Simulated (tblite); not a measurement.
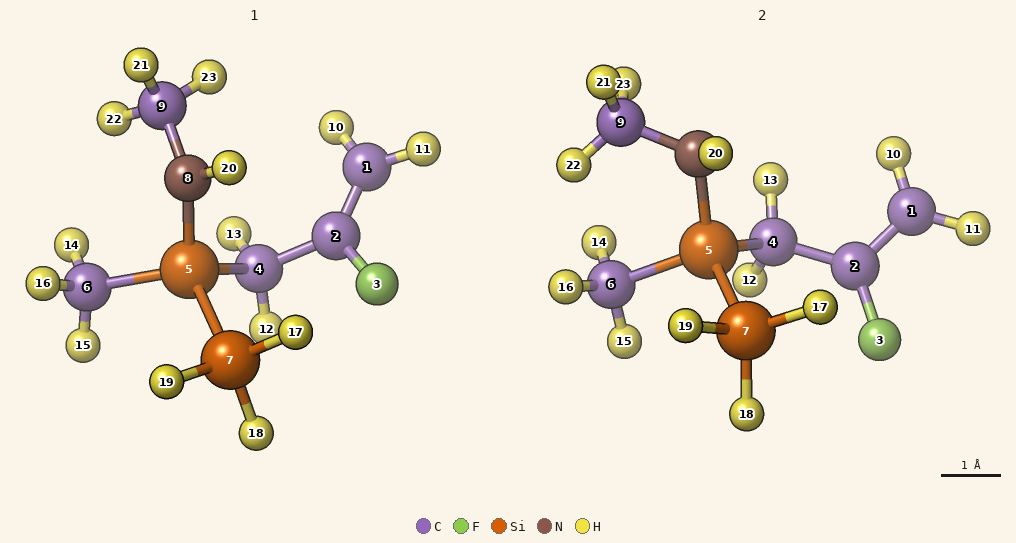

Two geometries of C5H14FNSi2, drawn at one scale. One is the start of a relaxation, the other its converged end. Style: ball-and-stick. Shown at a tilt.

Theory: GFN2-xTB geometry optimisation, gas phase in tblite 0.8.0. 

### Which geometry has the lower energy?

Structure 1 is the relaxed one. H23 moves most after the best rigid fit: 1.60 Å. By element the largest moves are H 1.60 Å, F 1.14 Å, C 0.99 Å, Si 0.52 Å, N 0.43 Å. Near-neighbour distances that change, for instance: Si5–Si7 2.194 → 2.313 Å, C4–Si5 1.839 → 1.951 Å, Si5–N8 1.800 → 1.730 Å, C6–H14 1.127 → 1.086 Å. Bond angles that change, for instance: F3–C2–C4 125.5° → 112.6°, Si5–N8–C9 112.4° → 125.2°, C1–C2–C4 117.4° → 128.9°. Groups turn about C4–Si5 by about 50°, Si5–Si7 by about 20°. The energy falls by 25.6 kcal/mol in 228 geometry steps. The run took 4.2 s on 1 thread of Arm Neoverse N1, on a shared host.
